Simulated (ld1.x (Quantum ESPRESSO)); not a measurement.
## Pseudopotential generation, with input and output: O

Oxygen (O, Z = 8), core [He], reference valence 2s2 2p4, valence charge 6. Computed at this level: RRKJ potential, PBE, scalar-relativistic, made with ld1.x (Quantum ESPRESSO) 7.5.

**Summary**

- outcome: generated
- cutoffs needed: 140 Ry and 200 Ry (the cutoffs, on a coarse ladder, from which the occupation-weighted sum of valence levels, in a spherical-Bessel basis at the reference potential, stays within 10 and 1 mRy of its value at 400 Ry); ghost states and empty shells don't enter this sum
- ghost test: no ghost state below the valence levels in the s, p, d, f channels (spherical-Bessel basis up to 400 Ry, 20 bohr box)
- largest excitation error: +1773 meV (all-electron minus pseudo) for 2s2 2p0, out of 7 test configurations
- range over which the phases arctan(r u′/u) at the test radius agree within 0.05 rad (a looser test near the poles than one of phase shifts): s: up to about 4.1 Ry; p: up to about 3.2 Ry
- hardware: 1 CPU thread, shared host
- wall time: 0.77 s

**Notes**

An excitation error of 1773 meV in its own tests makes this a poorly transferable potential.

**Input**
```
 &input
   title='O', zed=8., rel=1, dft='PBE', iswitch=3,
   config='[He] 2s2 2p4',
   nld=2, rlderiv=1.60, eminld=-4.0, emaxld=5.0, deld=0.02
 /
 &inputp
   pseudotype=2, tm=.false., rho0=0.005, lloc=1,
   nlcc=.true., new_core_ps=.true.,
   file_pseudopw='O.UPF', file_wfcaegen='ae.wfc', file_wfcncgen='nc.wfc', file_beta='beta', file_chi='chi'
 /
2
2S  1  0   2.00   0.00  0.75  0.75  0.0
2P  2  1   4.00   0.00  1.45  1.45  0.0
 &test
   configts(1)='2s2 2p4'
 /
```

**Input of the test run**
```
 &input
   title='O', zed=8., rel=1, dft='PBE', iswitch=2,
   config='[He] 2s2 2p4'
 /
 &test
   file_pseudo='O.UPF', nconf=8,
   configts(1)='2s2 2p4',
   configts(2)='2s2 2p3',
   configts(3)='2s2 2p2',
   configts(4)='2s2 2p1',
   configts(5)='2s1 2p5',
   configts(6)='2s2 2p3.5',
   configts(7)='2s2 2p0',
   configts(8)='2s1 2p4'
 /
```

Run as:
```bash
ld1.x < O.in > O.out
```

**Output**
```
     Program LD1 v.7.5
     --------------------------- All-electron run ----------------------------

     O
     scalar relativistic calculation

     atomic number is  8.00
     dft =PBE   lsd =0 sic =0 latt =0  beta=0.20 tr2=1.0E-14
     Exchange-correlation= PBE
                           (   1   4   3   4   0   0   0)
     mesh =1095 r(mesh) =  99.04343 a.u. xmin = -7.00 dx = 0.01250
     1 Ry =  13.60569312 eV, c = 137.03599908

     n l     nl                  e(Ry)          e(Ha)          e(eV)
     1 0     1S 1( 2.00)       -37.8295       -18.9148      -514.6969
     2 0     2S 1( 2.00)        -1.7611        -0.8806       -23.9616
     2 1     2P 1( 4.00)        -0.6637        -0.3319        -9.0308

     final scf error:  9.7E-15 reached in  23 iterations

     Etot =    -150.004152 Ry,     -75.002076 Ha,   -2040.910458 eV

     Ekin =     149.791567 Ry,      74.895784 Ha,    2038.018097 eV
     Encl =    -356.113718 Ry,    -178.056859 Ha,   -4845.173959 eV
     Eh   =      72.868749 Ry,      36.434374 Ha,     991.429835 eV
     Exc  =     -16.550750 Ry,      -8.275375 Ha,    -225.184431 eV

     normalization and overlap integrals

     s(1S/1S) =  1.000000  <r> =   0.1995  <r2> =    0.0538  r(max) =   0.1298
     s(2S/2S) =  1.000000  <r> =   1.1394  <r2> =    1.5805  r(max) =   0.8677
     s(2P/2P) =  1.000000  <r> =   1.2657  <r2> =    2.1375  r(max) =   0.8151

     ------------------------ End of All-electron run ------------------------

     --------------------- Generating NC pseudopotential ---------------------

      Generating local pot.: lloc=1, matching radius rcloc =   1.4500

      Computing core charge for nlcc:

       r > 0.34 : true rho core
      Core charge pseudized with two Bessel functions
      Integrated core pseudo-charge :   1.36

      Wfc   2S  rcut= 0.756  Estimated cut-off energy=       75.16 Ry
      Using 4 Bessel functions for this wfc, rho(0) = 0.005
      This function has    0 nodes for 0 < r <    0.756

     ------------------- End of pseudopotential generation -------------------

     --------------------------- All-electron run ----------------------------

     O
     scalar relativistic calculation

     atomic number is  8.00
     dft =PBE   lsd =0 sic =0 latt =0  beta=0.20 tr2=1.0E-14
     Exchange-correlation= PBE
                           (   1   4   3   4   0   0   0)
     mesh =1095 r(mesh) =  99.04343 a.u. xmin = -7.00 dx = 0.01250
     1 Ry =  13.60569312 eV, c = 137.03599908

     n l     nl                  e(Ry)          e(Ha)          e(eV)
     1 0     1S 1( 2.00)       -37.8295       -18.9148      -514.6969
     2 0     2S 1( 2.00)        -1.7611        -0.8806       -23.9616
     2 1     2P 1( 4.00)        -0.6637        -0.3319        -9.0308

     final scf error:  9.7E-15 reached in  23 iterations

     Etot =    -150.004152 Ry,     -75.002076 Ha,   -2040.910458 eV

     Ekin =     149.791567 Ry,      74.895784 Ha,    2038.018097 eV
     Encl =    -356.113718 Ry,    -178.056859 Ha,   -4845.173959 eV
     Eh   =      72.868749 Ry,      36.434374 Ha,     991.429835 eV
     Exc  =     -16.550750 Ry,      -8.275375 Ha,    -225.184431 eV

     normalization and overlap integrals

     s(1S/1S) =  1.000000  <r> =   0.1995  <r2> =    0.0538  r(max) =   0.1298
     s(2S/2S) =  1.000000  <r> =   1.1394  <r2> =    1.5805  r(max) =   0.8677
     s(2P/2P) =  1.000000  <r> =   1.2657  <r2> =    2.1375  r(max) =   0.8151

     ------------------------ End of All-electron run ------------------------

     Computing logarithmic derivative in   1.59094
     Computing logarithmic derivative in   1.59094
     Computing the partial wave expansion
     R is outside the sphere for l=    0 j= 0.00
       no projector for channel:   1

     ---------------------- Testing the pseudopotential ----------------------

     O
     scalar relativistic calculation

     atomic number is  8.00   valence charge is  6.00
     dft =PBE   lsd =0 sic =0 latt =0  beta=0.20 tr2=1.0E-14
     mesh =1095 r(mesh) =  99.04343 xmin = -7.00 dx = 0.01250

     n l     nl             e AE (Ry)        e PS (Ry)    De AE-PS (Ry)
     1 0     2S   1( 2.00)       -1.76114       -1.76115        0.00000
     2 1     2P   1( 4.00)       -0.66375       -0.66375        0.00000

     eps = 8.1E-15  iter = 13

     Etot =    -150.004152 Ry,     -75.002076 Ha,   -2040.910458 eV
     Etotps =   -35.992188 Ry,     -17.996094 Ha,    -489.698661 eV

     Ekin =      21.447425 Ry,      10.723712 Ha,     291.807082 eV
     Encl =     -76.590070 Ry,     -38.295035 Ha,   -1042.060990 eV
     Ehrt =      27.087901 Ry,      13.543950 Ha,     368.549662 eV
     Ecxc =     -11.257782 Ry,      -5.628891 Ha,    -153.169926 eV
     (Ecc =      -4.537849 Ry,      -2.268925 Ha,     -61.740583 eV)
     Epseu=       3.320339 Ry,       1.660169 Ha,      45.175512 eV

     ---------------------- End of pseudopotential test ----------------------
```

**Output of the test run (extracts)**
```
     ---------------------- Testing the pseudopotential ----------------------

     O
     scalar relativistic calculation

     atomic number is  8.00   valence charge is  6.00
     dft =PBE   lsd =0 sic =0 latt =0  beta=0.20 tr2=1.0E-14
     mesh =1095 r(mesh) =  99.04343 xmin = -7.00 dx = 0.01250

     n l     nl             e AE (Ry)        e PS (Ry)    De AE-PS (Ry)
     1 0     2S   1( 2.00)       -1.76114       -1.76115        0.00000
     2 1     2P   1( 4.00)       -0.66375       -0.66375        0.00000

     eps = 8.4E-15  iter = 13

     Etot =    -150.004152 Ry,     -75.002076 Ha,   -2040.910457 eV
     Etotps =   -35.992188 Ry,     -17.996094 Ha,    -489.698663 eV

     Ekin =      21.447425 Ry,      10.723712 Ha,     291.807080 eV
     Encl =     -76.590070 Ry,     -38.295035 Ha,   -1042.060991 eV
     Ehrt =      27.087901 Ry,      13.543950 Ha,     368.549662 eV
     Ecxc =     -11.257782 Ry,      -5.628891 Ha,    -153.169927 eV
     (Ecc =      -4.537849 Ry,      -2.268925 Ha,     -61.740583 eV)
     Epseu=       3.320339 Ry,       1.660169 Ha,      45.175512 eV

     ---------------------- End of pseudopotential test ----------------------

     ---------------------- Testing the pseudopotential ----------------------

     O
     scalar relativistic calculation

     atomic number is  8.00   valence charge is  6.00
     dft =PBE   lsd =0 sic =0 latt =0  beta=0.20 tr2=1.0E-14
     mesh =1095 r(mesh) =  99.04343 xmin = -7.00 dx = 0.01250

     n l     nl             e AE (Ry)        e PS (Ry)    De AE-PS (Ry)
     1 0     2S   1( 2.00)       -2.91523       -2.91913        0.00390
     2 1     2P   1( 3.00)       -1.79705       -1.79679       -0.00026

     eps = 3.8E-16  iter = 12

     Etot =    -148.796508 Ry,     -74.398254 Ha,   -2024.479622 eV
     Etotps =   -34.784165 Ry,     -17.392083 Ha,    -473.262675 eV
     dEtot_ae =       1.207644 Ry
     dEtot_ps =       1.208023 Ry,   Delta E=      -0.000379 Ry

     Ekin =      19.516138 Ry,       9.758069 Ha,     265.530586 eV
     Encl =     -68.157391 Ry,     -34.078695 Ha,    -927.328541 eV
     Ehrt =      20.554862 Ry,      10.277431 Ha,     279.663141 eV
     Ecxc =     -10.344587 Ry,      -5.172294 Ha,    -140.745277 eV
     (Ecc =      -4.537849 Ry,      -2.268925 Ha,     -61.740583 eV)
     Epseu=       3.646813 Ry,       1.823406 Ha,      49.617416 eV

     ---------------------- End of pseudopotential test ----------------------

     ---------------------- Testing the pseudopotential ----------------------

     O
     scalar relativistic calculation

     atomic number is  8.00   valence charge is  6.00
     dft =PBE   lsd =0 sic =0 latt =0  beta=0.20 tr2=1.0E-14
     mesh =1095 r(mesh) =  99.04343 xmin = -7.00 dx = 0.01250

     n l     nl             e AE (Ry)        e PS (Ry)    De AE-PS (Ry)
     1 0     2S   1( 2.00)       -4.28836       -4.29091        0.00255
     2 1     2P   1( 2.00)       -3.17823       -3.16532       -0.01291  !

     eps = 1.1E-15  iter = 10

     Etot =    -146.327963 Ry,     -73.163981 Ha,   -1990.893355 eV
     Etotps =   -32.320439 Ry,     -16.160219 Ha,    -439.741972 eV
     dEtot_ae =       3.676189 Ry
     dEtot_ps =       3.671749 Ry,   Delta E=       0.004440 Ry

     Ekin =      16.185942 Ry,       8.092971 Ha,     220.220962 eV
     Encl =     -57.443277 Ry,     -28.721638 Ha,    -781.555598 eV
     Ehrt =      14.076741 Ry,       7.038370 Ha,     191.523814 eV
     Ecxc =      -9.222415 Ry,      -4.611208 Ha,    -125.477350 eV
     (Ecc =      -4.537849 Ry,      -2.268925 Ha,     -61.740583 eV)
     Epseu=       4.082570 Ry,       2.041285 Ha,      55.546200 eV

     ---------------------- End of pseudopotential test ----------------------

     ---------------------- Testing the pseudopotential ----------------------

     O
     scalar relativistic calculation

     atomic number is  8.00   valence charge is  6.00
     dft =PBE   lsd =0 sic =0 latt =0  beta=0.20 tr2=1.0E-14
     mesh =1095 r(mesh) =  99.04343 xmin = -7.00 dx = 0.01250

     n l     nl             e AE (Ry)        e PS (Ry)    De AE-PS (Ry)
     1 0     2S   1( 2.00)       -5.84242       -5.82684       -0.01557  !
     2 1     2P   1( 1.00)       -4.77428       -4.71946       -0.05482  !

     eps = 8.4E-15  iter =  9

     Etot =    -142.368669 Ry,     -71.184335 Ha,   -1937.024424 eV
     Etotps =   -28.391654 Ry,     -14.195827 Ha,    -386.288132 eV
     dEtot_ae =       7.635483 Ry
     dEtot_ps =       7.600534 Ry,   Delta E=       0.034949 Ry

     Ekin =      11.441793 Ry,       5.720896 Ha,     155.673518 eV
     Encl =     -44.788740 Ry,     -22.394370 Ha,    -609.381849 eV
     Ehrt =       8.327963 Ry,       4.163981 Ha,     113.307706 eV
     Ecxc =      -7.973221 Ry,      -3.986610 Ha,    -108.481196 eV
     (Ecc =      -4.537849 Ry,      -2.268925 Ha,     -61.740583 eV)
     Epseu=       4.600551 Ry,       2.300276 Ha,      62.593689 eV

     ---------------------- End of pseudopotential test ----------------------

     ---------------------- Testing the pseudopotential ----------------------

     O
     scalar relativistic calculation

     atomic number is  8.00   valence charge is  6.00
     dft =PBE   lsd =0 sic =0 latt =0  beta=0.20 tr2=1.0E-14
     mesh =1095 r(mesh) =  99.04343 xmin = -7.00 dx = 0.01250

     n l     nl             e AE (Ry)        e PS (Ry)    De AE-PS (Ry)
     1 0     2S   1( 1.00)       -1.79485       -1.79565        0.00080
     2 1     2P   1( 5.00)       -0.69467       -0.69645        0.00178

     eps = 7.8E-15  iter = 13

     Etot =    -148.905333 Ry,     -74.452667 Ha,   -2025.960272 eV
     Etotps =   -34.893862 Ry,     -17.446931 Ha,    -474.755173 eV
     dEtot_ae =       1.098818 Ry
     dEtot_ps =       1.098326 Ry,   Delta E=       0.000492 Ry

     Ekin =      24.281986 Ry,      12.140993 Ha,     330.373251 eV
     Encl =     -76.496255 Ry,     -38.248127 Ha,   -1040.784565 eV
     Ehrt =      26.869409 Ry,      13.434704 Ha,     365.576930 eV
     Ecxc =     -11.216278 Ry,      -5.608139 Ha,    -152.605243 eV
     (Ecc =      -4.537849 Ry,      -2.268925 Ha,     -61.740583 eV)
     Epseu=       1.667277 Ry,       0.833638 Ha,      22.684454 eV

     ---------------------- End of pseudopotential test ----------------------

     ---------------------- Testing the pseudopotential ----------------------

     O
     scalar relativistic calculation

     atomic number is  8.00   valence charge is  6.00
     dft =PBE   lsd =0 sic =0 latt =0  beta=0.20 tr2=1.0E-14
     mesh =1095 r(mesh) =  99.04343 xmin = -7.00 dx = 0.01250

     n l     nl             e AE (Ry)        e PS (Ry)    De AE-PS (Ry)
     1 0     2S   1( 2.00)       -2.30727       -2.30928        0.00201
     2 1     2P   1( 3.50)       -1.19639       -1.19692        0.00054

     eps = 7.6E-16  iter = 12

     Etot =    -149.542165 Ry,     -74.771082 Ha,   -2034.624804 eV
     Etotps =   -35.530013 Ry,     -17.765007 Ha,    -483.410459 eV
     dEtot_ae =       0.461987 Ry
     dEtot_ps =       0.462174 Ry,   Delta E=      -0.000187 Ry

     Ekin =      20.653576 Ry,      10.326788 Ha,     281.006217 eV
     Encl =     -72.685427 Ry,     -36.342713 Ha,    -988.935612 eV
     Ehrt =      23.867445 Ry,      11.933722 Ha,     324.733130 eV
     Ecxc =     -10.833091 Ry,      -5.416545 Ha,    -147.391710 eV
     (Ecc =      -4.537849 Ry,      -2.268925 Ha,     -61.740583 eV)
     Epseu=       3.467483 Ry,       1.733742 Ha,      47.177515 eV

     ---------------------- End of pseudopotential test ----------------------

     ---------------------- Testing the pseudopotential ----------------------

     O
     scalar relativistic calculation

     atomic number is  8.00   valence charge is  6.00
     dft =PBE   lsd =0 sic =0 latt =0  beta=0.20 tr2=1.0E-14
     mesh =1095 r(mesh) =  99.04343 xmin = -7.00 dx = 0.01250

     n l     nl             e AE (Ry)        e PS (Ry)    De AE-PS (Ry)
     1 0     2S   1( 2.00)       -7.55005       -7.48520       -0.06485  !
     2 1     2P   1( 0.00)       -6.56027       -6.41384       -0.14643  !

     eps = 1.1E-15  iter = 12

     Etot =    -136.716273 Ry,     -68.358137 Ha,   -1860.119656 eV
     Etotps =   -22.834617 Ry,     -11.417309 Ha,    -310.680795 eV
     dEtot_ae =      13.287879 Ry
     dEtot_ps =      13.157571 Ry,   Delta E=       0.130308 Ry

     Ekin =       5.318309 Ry,       2.659155 Ha,      72.359287 eV
     Encl =     -30.475923 Ry,     -15.237962 Ha,    -414.646059 eV
     Ehrt =       3.815489 Ry,       1.907745 Ha,      51.912374 eV
     Ecxc =      -6.677973 Ry,      -3.338987 Ha,     -90.858453 eV
     (Ecc =      -4.537849 Ry,      -2.268925 Ha,     -61.740583 eV)
     Epseu=       5.185480 Ry,       2.592740 Ha,      70.552055 eV

     ---------------------- End of pseudopotential test ----------------------

     ---------------------- Testing the pseudopotential ----------------------

     O
     scalar relativistic calculation

     atomic number is  8.00   valence charge is  6.00
     dft =PBE   lsd =0 sic =0 latt =0  beta=0.20 tr2=1.0E-14
     mesh =1095 r(mesh) =  99.04343 xmin = -7.00 dx = 0.01250

     n l     nl             e AE (Ry)        e PS (Ry)    De AE-PS (Ry)
     1 0     2S   1( 1.00)       -2.92540       -2.93378        0.00838  !
     2 1     2P   1( 4.00)       -1.80506       -1.81111        0.00604  !

     eps = 1.1E-17  iter = 12

     Etot =    -147.677224 Ry,     -73.838612 Ha,   -2009.250990 eV
     Etotps =   -33.661650 Ry,     -16.830825 Ha,    -457.990078 eV
     dEtot_ae =       2.326928 Ry
     dEtot_ps =       2.330538 Ry,   Delta E=      -0.003610 Ry

     Ekin =      22.683813 Ry,      11.341906 Ha,     308.628993 eV
     Encl =     -68.306196 Ry,     -34.153098 Ha,    -929.353141 eV
     Ehrt =      20.469845 Ry,      10.234923 Ha,     278.506435 eV
     Ecxc =     -10.330857 Ry,      -5.165428 Ha,    -140.558469 eV
     (Ecc =      -4.537849 Ry,      -2.268925 Ha,     -61.740583 eV)
     Epseu=       1.821745 Ry,       0.910873 Ha,      24.786105 eV

     ---------------------- End of pseudopotential test ----------------------
```

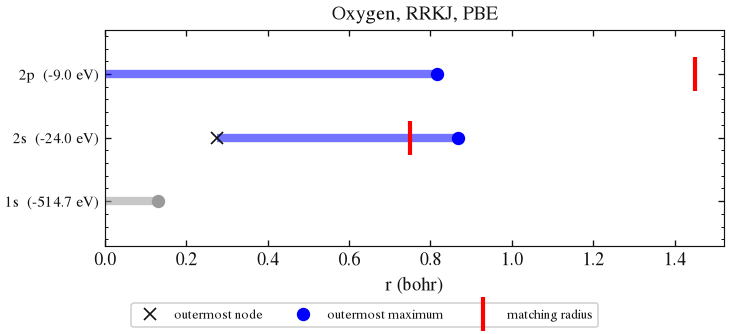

*Outer shells of the all-electron reference atom: each bar runs from the outermost node (or the nucleus) to the outermost maximum of u(r); the tick is the radius chosen for the pseudo-wave. Shells without a tick have no pseudo-wave of their own. Levels, nodes and maxima are from ld1.x, scalar-relativistic.*

- Radii against the shells: 2s: 0.75 bohr, between node and maximum; 2p: 1.45 bohr, outside the maximum.

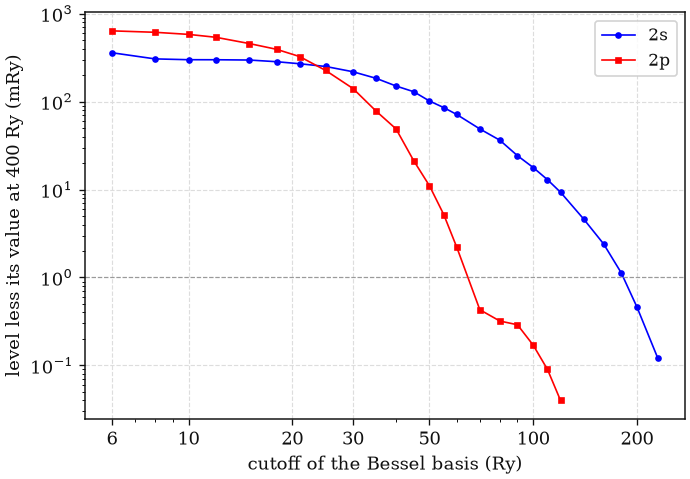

*The pseudo-atom Hamiltonian at the reference potential is diagonalised in spherical Bessel functions (20 bohr box) up to the cutoff. Curves: distance of each valence level from its value at 400 Ry.*

- Hardest occupied shell: 2s: its level needs 200 Ry to come within 1 mRy, against 70 Ry for 2p.
- Cutoffs from which each level stays within 1 mRy: 2s: 200 Ry; 2p: 70 Ry.
- Cutoffs for 10 and 1 mRy in the occupation-weighted sum of levels: 140 Ry and 200 Ry, on the ladder of cutoffs that was run.

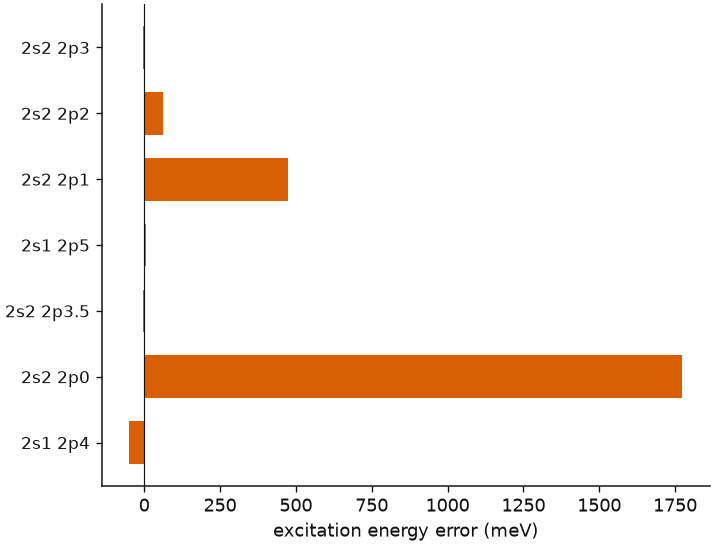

*Errors, all-electron minus pseudo, of the energies of valence configurations relative to the unpolarised reference 2s2 2p4.*

- Worst configuration: 2s2 2p0 (charge +4): the error is +1773 meV on an all-electron energy of +180.79 eV relative to the reference, or 0.98 %.
- Errors in meV: 2s2 2p3: -5.2; 2s2 2p2: +60; 2s2 2p1: +476; 2s1 2p5: +6.7; 2s2 2p3.5: -2.5; 2s2 2p0: +1773; 2s1 2p4: -49.
- Configurations within 10 meV and within 50 meV: 3 and 4 of 7.
